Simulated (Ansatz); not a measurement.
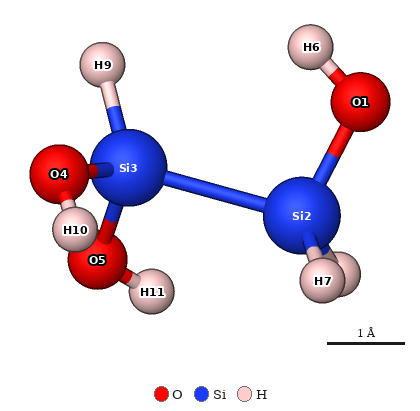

The structure as given in the input (ball-and-stick view, seen at a tilt; atoms are numbered from 1 in the order of the input).

**Two runs on Si2H6O3**

System: Si2H6O3, SMILES O[SiH2][SiH](O)O.
Method of run A: RKS PBE0-D4/def2-SVP (Ansatz 0.2.0).

Text and figures count atoms from 1; the logs count them from 0 in places.

## Input, run A
```yaml
crystal:
  periodic: [false, false, false]
  atoms:
    - { symbol: O, position_ang: [-0.827608, 1.915385, 0.674361] }
    - { symbol: Si, position_ang: [0.664177, 1.358239, 0.169836] }
    - { symbol: Si, position_ang: [0.29465, -0.96022, -0.001128] }
    - { symbol: O, position_ang: [0.837727, -1.88227, 1.273774] }
    - { symbol: O, position_ang: [1.21837, -1.165808, -1.39319] }
    - { symbol: H, position_ang: [-1.429356, 1.172419, 0.832097] }
    - { symbol: H, position_ang: [1.746029, 1.703754, 1.143232] }
    - { symbol: H, position_ang: [1.040624, 1.963253, -1.146891] }
    - { symbol: H, position_ang: [-1.090587, -1.462035, -0.224614] }
    - { symbol: H, position_ang: [1.656742, -1.599298, 1.69177] }
    - { symbol: H, position_ang: [1.403619, -0.395894, -1.940854] }
basis:
  gaussian: { orbitals: def2-SVP }
hamiltonian:
  xc: pbe0
  dispersion: d4
output:
  forces: true
```

Launched with:
```bash
ansatz run input.yaml --threads 1 --pin off --max-ram 2560MiB --backend cpu --events-out ev --progress --plain --runs-dir out
```

Hardware: 1 thread of Arm Neoverse N1, 98 GiB of memory available, shared host.

## Output (run A)
```
Engine: ansatz 0.2.0, aarch64-unknown-linux-gnu
Functional definition: PBE0
  parameter a = 0.25
  parameter kappa = 0.804
  parameter beta = 0.06672455060314922
  exchange = (1 - a)*pbe_x(kappa = kappa, mu = beta*pi^2/3) + a*exact_x
  correlation = pbe_c(beta = beta)
1029 factors; integrals over basis functions are off by at most 1.2e-3 eV
mean field evaluation 1: about -21963.8014 eV, gradient 7.6e1 eV
mean field evaluation 2: about -21945.9772 eV, gradient 1.2e2 eV
mean field evaluation 4: about -21973.5877 eV, gradient 2.3e0 eV
mean field evaluation 8: about -21973.7024 eV, gradient 2.2e-1 eV
mean field evaluation 16: about -21973.7025 eV, gradient 2.7e-5 eV
mean field -21973.70252922 eV, -807.5186736382 hartree, gradient 2.6e-5 eV, S^2 0.000000; 0 other end points of the search recorded, 0 dependent functions left out
the calculation of the forces begins
reference -21973.70255601 eV, -807.5186746230 hartree; 29, 29 occupied and 79, 79 virtual orbitals, 1029 factors
Total energy: -21973.90473468 eV, -807.5261045517 hartree
Atom 0 at    -0.827608     1.915385     0.674361 Å, force    -0.501959     0.180475     0.191373 eV/Å
Atom 1 at     0.664177     1.358239     0.169836 Å, force    -0.479582    -0.337731     0.490470 eV/Å
Atom 2 at     0.294650    -0.960220    -0.001128 Å, force     1.035712     0.146534    -0.725187 eV/Å
Atom 3 at     0.837727    -1.882270     1.273774 Å, force    -0.110273     0.126631    -0.174376 eV/Å
Atom 4 at     1.218370    -1.165808    -1.393190 Å, force    -0.044297    -0.635512     0.036133 eV/Å
Atom 5 at    -1.429356     1.172419     0.832097 Å, force     0.132141     0.494892    -0.028161 eV/Å
Atom 6 at     1.746029     1.703754     1.143232 Å, force     0.061423     0.048833    -0.017101 eV/Å
Atom 7 at     1.040624     1.963253    -1.146891 Å, force     0.003496    -0.055059    -0.026502 eV/Å
Atom 8 at    -1.090587    -1.462035    -0.224614 Å, force    -0.051670     0.153116     0.117856 eV/Å
Atom 9 at     1.656742    -1.599298     1.691770 Å, force     0.029763    -0.029904    -0.050457 eV/Å
Atom 10 at     1.403619    -0.395894    -1.940854 Å, force    -0.074753    -0.092277     0.185953 eV/Å
Dipole moment:     0.143410     0.114339     0.026192 e Å
```

For run B the input was changed thus:
```diff
-    - { symbol: O, position_ang: [0.837727, -1.88227, 1.273774] }
-    - { symbol: O, position_ang: [1.21837, -1.165808, -1.39319] }
+    - { symbol: O, position_ang: [-1.174024, -1.420906, -0.634571] }
+    - { symbol: O, position_ang: [0.414789, -1.26217, 1.650463] }
-    - { symbol: H, position_ang: [-1.090587, -1.462035, -0.224614] }
-    - { symbol: H, position_ang: [1.656742, -1.599298, 1.69177] }
-    - { symbol: H, position_ang: [1.403619, -0.395894, -1.940854] }
+    - { symbol: H, position_ang: [1.272052, -1.799887, -0.749654] }
+    - { symbol: H, position_ang: [-1.931519, -0.872496, -0.408677] }
+    - { symbol: H, position_ang: [0.875843, -2.055848, 1.941197] }
```

How does run B compare with run A?

With the same method and basis, run B lies 2.8 kcal/mol lower. The largest force goes from 1.273 to 0.848 eV/Å.

## Output (run B)
```
Engine: ansatz 0.2.0, aarch64-unknown-linux-gnu
Functional definition: PBE0
  parameter a = 0.25
  parameter kappa = 0.804
  parameter beta = 0.06672455060314922
  exchange = (1 - a)*pbe_x(kappa = kappa, mu = beta*pi^2/3) + a*exact_x
  correlation = pbe_c(beta = beta)
1031 factors; integrals over basis functions are off by at most 1.2e-3 eV
mean field evaluation 1: about -21964.0472 eV, gradient 7.5e1 eV
mean field evaluation 2: about -21946.8859 eV, gradient 1.2e2 eV
mean field evaluation 4: about -21973.6840 eV, gradient 4.2e0 eV
mean field evaluation 8: about -21973.8194 eV, gradient 1.9e-1 eV
mean field evaluation 16: about -21973.8195 eV, gradient 4.9e-5 eV
mean field -21973.81950385 eV, -807.5229723766 hartree, gradient 4.9e-5 eV, S^2 0.000000; 0 other end points of the search recorded, 0 dependent functions left out
the calculation of the forces begins
reference -21973.81953133 eV, -807.5229733866 hartree; 29, 29 occupied and 79, 79 virtual orbitals, 1031 factors
Total energy: -21974.02518803 eV, -807.5305311310 hartree
Atom 0 at    -0.827608     1.915385     0.674361 Å, force    -0.608401    -0.125972     0.168743 eV/Å
Atom 1 at     0.664177     1.358239     0.169836 Å, force     0.174094    -0.297352    -0.599553 eV/Å
Atom 2 at     0.294650    -0.960220    -0.001128 Å, force     0.657449    -0.087906     0.527782 eV/Å
Atom 3 at    -1.174024    -1.420906    -0.634571 Å, force    -0.074200     0.218591     0.045839 eV/Å
Atom 4 at     0.414789    -1.262170     1.650463 Å, force     0.018072    -0.183501    -0.182185 eV/Å
Atom 5 at    -1.429356     1.172419     0.832097 Å, force     0.137899     0.558753     0.125576 eV/Å
Atom 6 at     1.746029     1.703754     1.143232 Å, force    -0.056695    -0.087708    -0.004289 eV/Å
Atom 7 at     1.040624     1.963253    -1.146891 Å, force    -0.045409     0.129427     0.055505 eV/Å
Atom 8 at     1.272052    -1.799887    -0.749654 Å, force     0.028025    -0.000003    -0.026225 eV/Å
Atom 9 at    -1.931519    -0.872496    -0.408677 Å, force    -0.048347    -0.086628    -0.076114 eV/Å
Atom 10 at     0.875843    -2.055848     1.941197 Å, force    -0.182487    -0.037702    -0.035078 eV/Å
Dipole moment:    -0.032546    -0.323228     0.093703 e Å
```

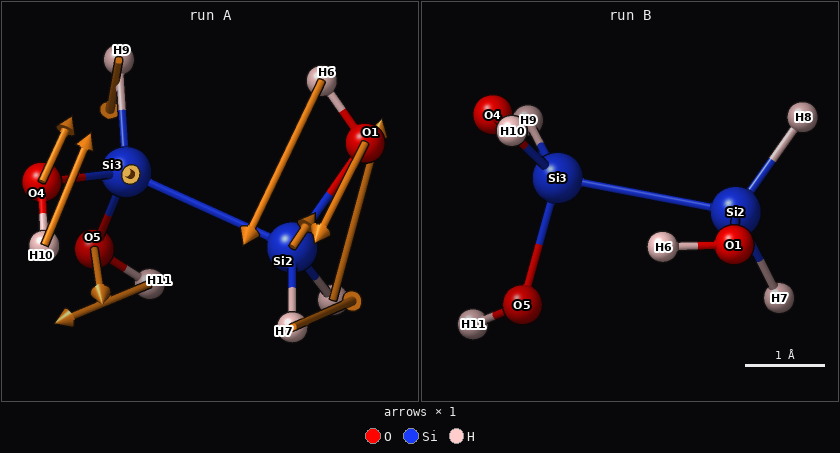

The two input geometries at one scale (ball-and-stick view, seen at a tilt). The orange arrows on the first give the shifts of the atoms after the best rigid fit, at true length. The atom that moves furthest after the best rigid fit is H6 (2.66 Å). By element the largest moves are H 2.66 Å, O 1.74 Å, Si 0.60 Å.

## The two runs side by side

```csv
quantity,run A,run B
outcome,converged,converged
total energy (hartree),−807.526105,−807.530531
largest force (eV/Å),1.273,0.848
basis functions,108,108
wall time (shared host),8.3 s,8.5 s
```
